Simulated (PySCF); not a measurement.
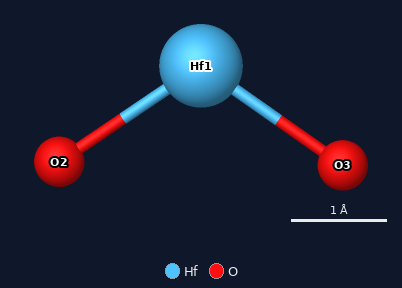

**Figure 1.** The structure (ball-and-stick view, seen at a tilt; atoms are numbered from 1 in the order of the input). Sticks mark near contacts.

## Frequency calculation of HfO2 (charge −1)

System: HfO2, charge −1, multiplicity 2.
Method: UKS-based PBE0, Hf def2-SVPD with ECP60, O def2-SVPD; non-relativistic Hamiltonian with a scalar-relativistic core potential; density fitting (PySCF 2.14.0).

## The program's output
```
init E= -198.269923403936
  alpha nocc = 15  HOMO = -0.0198810518787695  LUMO = 0.128448976264498
  beta  nocc = 14  HOMO = -0.0624038763910448  LUMO = 0.0676663605958723
  HOMO = -0.0198810518788  LUMO = 0.0676663605959  gap/eV = 2.38229
cycle= 1 E= -198.269923403937  delta_E= -6.25e-13  |g|= 1.13e-06  |ddm|= 3.27e-06
  alpha nocc = 15  HOMO = -0.0198811250062967  LUMO = 0.128448871091234
  beta  nocc = 14  HOMO = -0.0624044343730681  LUMO = 0.0676662563060013
  HOMO = -0.0198811250063  LUMO = 0.067666256306  gap/eV = 2.38229
Extra cycle  E= -198.269923403937  delta_E= -5.68e-14  |g|= 2.26e-06  |ddm|= 2.66e-06
converged SCF energy = -198.269923403937  <S^2> = 0.75342962  2S+1 = 2.0034267
```

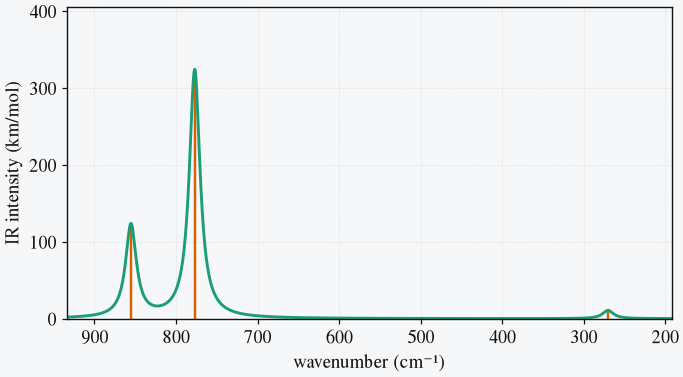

**Figure 2.** Harmonic infrared spectrum, unscaled: sticks (degenerate modes added up, dark ones marked on the axis) with a Lorentzian envelope of 16 cm⁻¹ full width, scaled to the tallest stick. 3 modes from 270 to 855 cm⁻¹, none imaginary. The strongest line is at 777 cm⁻¹ (324 km/mol). All modes, in cm⁻¹ (km/mol): 270 (10.8), 777 (324), 855 (121).

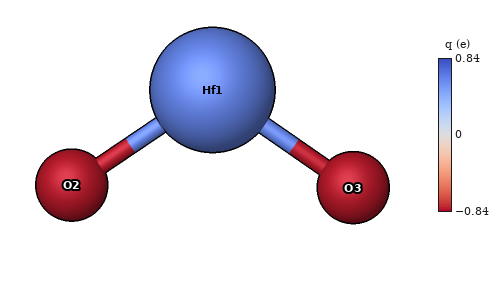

**Figure 3.** Mulliken charges, as the colour of each atom (ball-and-stick view, seen on its broad side; atoms are numbered from 1 in the order of the input). By element: Hf +0.60 and O −0.80 e.

The run was set up as follows.

## Input file
```python
from pyscf import gto, scf, dft
mol = gto.M(atom='''
Hf     0.000000     0.000000    -0.157269
O      1.502375     0.000000     0.877550
O     -1.502375     0.000000     0.877550''',
    basis={'Hf': 'def2-SVPD', 'O': 'def2-SVPD'},
    ecp={'Hf': 'def2-SVPD'},
    charge=-1, spin=1)
mf = dft.UKS(mol, xc='PBE0')
mf.grids.atom_grid = (75, 302)
aux = {'Hf': 'def2-universal-JKFIT', 'O': 'def2-universal-JKFIT'}
mf = mf.density_fit(auxbasis=aux)
mf.conv_tol = 1e-09
mf.diis_space = 10
mf.max_cycle = 60
mf.verbose = 4
mf.kernel()
```

The script is an equivalent of the set-up of the self-consistent field. The run itself was carried out by a driver, which started from the orbitals of the step before it where there was one and computed the further properties.

Launch command:
```bash
OMP_NUM_THREADS=2 python axn.py task.json out
```

## Key numbers

| quantity | value |
| --- | --- |
| outcome | converged |
| total energy | −198.269923 hartree |
| ⟨S²⟩ | 0.753 |
| zero-point energy | 0.004334 hartree |
| wavenumbers, lowest and highest | 270 and 855 cm⁻¹ |
| hardware | 2 threads of Arm Neoverse N1, 60 GiB of memory available, shared host |
| wall time | 44 s (CPU time 79 s) |
| peak memory | 0.77 GiB |
